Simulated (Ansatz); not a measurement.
Start from BN in the zinc blende structure (space group F-43m, No. 216; a = 3.606 Å).

One thing is altered: an isotropic linear strain of −5.06 %, atoms relaxed at fixed cell.

Calculations: Kohn–Sham DFT with the PBEsol functional, run in Ansatz (a program for electronic structure) with PAW and 420 eV plane waves, no SOC.

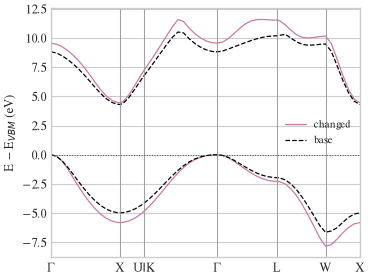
Figure: Highest valence and lowest conduction band along the path, each from its own valence-band maximum

Q: From the figure, how large is the changed gap, and is it direct?

A: About 4.5 eV, indirect, Γ → X.

Whether these cells are dynamically stable was not tested.
